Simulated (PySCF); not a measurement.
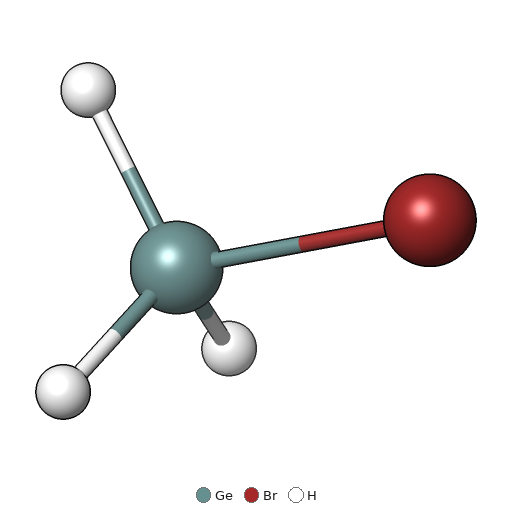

Computed geometry: GFN2-xTB optimisation. No frequency run is at hand to confirm it as a minimum.

Give the structural formula.

SMILES: [GeH3][Br]

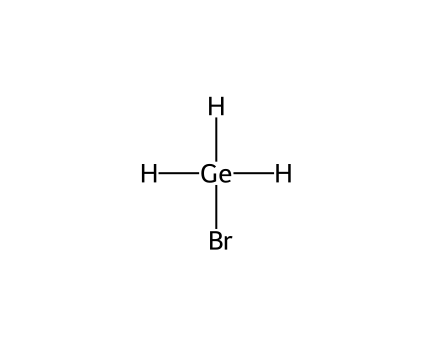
